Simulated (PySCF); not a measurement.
# C4H6N (SMILES C#C[C@H]([CH2])N) (doublet): what the fields show

```xyz
11

C     2.1129   -0.6102    0.2622
C     0.9830   -0.2253    0.3694
C    -0.4065    0.2671    0.3711
C    -1.2389   -0.9028    0.0261
N    -0.5973    1.3834   -0.5434
H     3.1048   -0.9504    0.2108
H    -0.6337    0.6242    1.3868
H    -1.4579   -1.6408    0.7713
H    -1.4549   -1.1194   -1.0016
H     0.0968    2.1034   -0.3738
H    -0.5030    1.0735   -1.5049
```

Geometry: GFN2-xTB.

Computed with PySCF, UKS B3LYP, pcH-1 on C H N, non-relativistic, mean-field spin-orbit, GIAO.

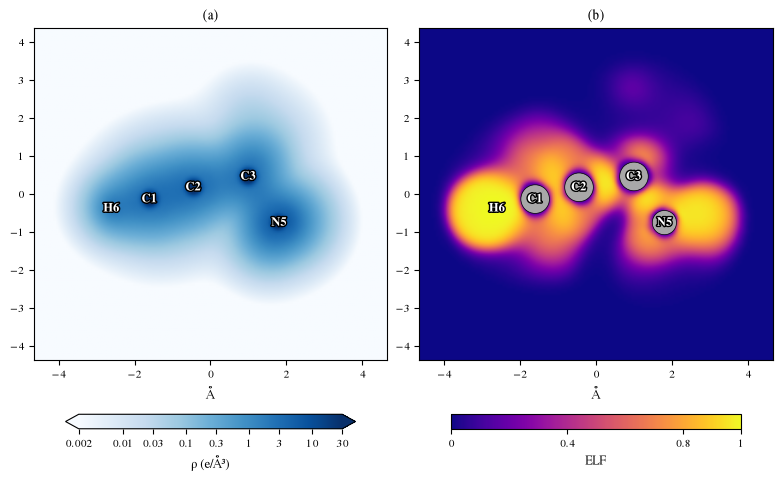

Figure 1. (a) electron density; (b) ELF on the plane of atoms C2, C3 and N5. Grey discs cover the atomic cores in the ELF map.

Q: Describe what can be read from this map.

A: The section cuts through C, N and H sites. C–C (1.20 Å): ρ at the midpoint is about 2.8 e/Å³; the ELF peaks at about 0.85 between the atoms: a short, multiple covalent bond. C–N (1.46 Å): ρ is about 1.9 e/Å³ halfway; the ELF peaks at about 0.95 between the atoms: a covalent bond. C–H (1.05 Å): the density is about 2.2 e/Å³ at the midpoint; the ELF climbs to about 1 towards the hydrogen, as it does in any bond to H: an ordinary covalent bond to hydrogen. The ELF also peaks beside N5, away from the bonds: non-bonding electrons, paired or unpaired.

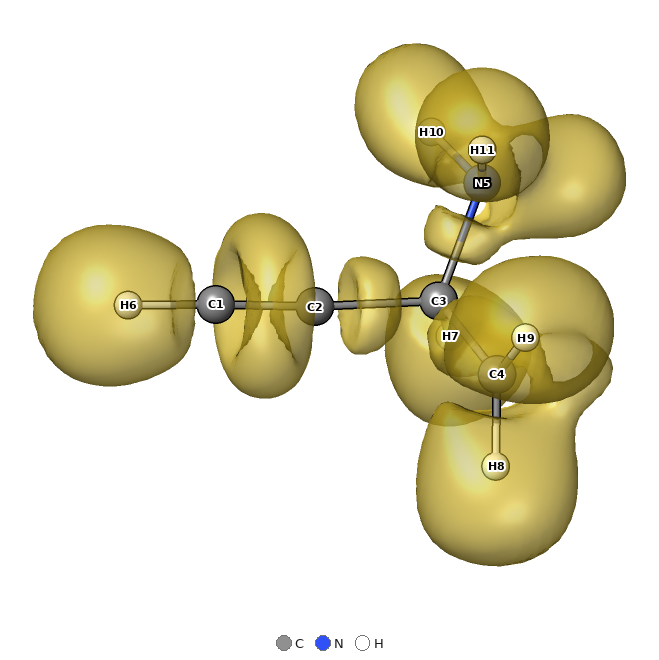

Figure 2. Isosurface of the electron localisation function at 0.75 (yellow), seen at an oblique angle. Only the valence region is drawn (cores and ρ < 0.01 e/Å³ removed).

Q: Describe the localisation domains.

A: At this value the surface marks out two regions between bonded C–C atoms (shared pairs), two regions around hydrogen nuclei, one joined region spread over several atoms (C, H), in which their bonds and any lone pairs are merged and one joined region spread over several atoms (H, N), in which their bonds and any lone pairs are merged.

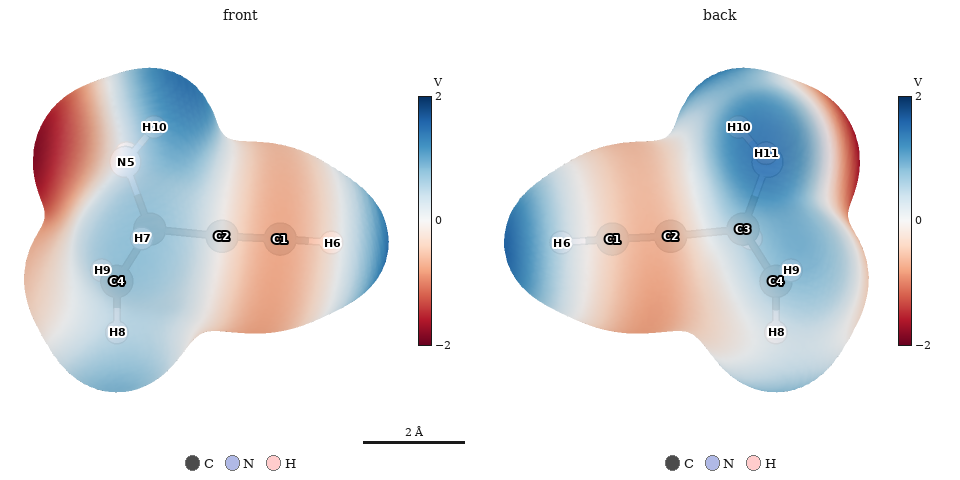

Figure 3. The electrostatic potential painted on the density surface at 0.002 e/bohr³, seen from the front and from behind; red is negative and blue positive.

Q: Where is the surface potential most negative and most positive?

A: The most negative region (about −1.8 V) lies over N5, the most positive (about +1.5 V) over H6, H10 and H11. N5 is the likeliest acceptor of a hydrogen bond.
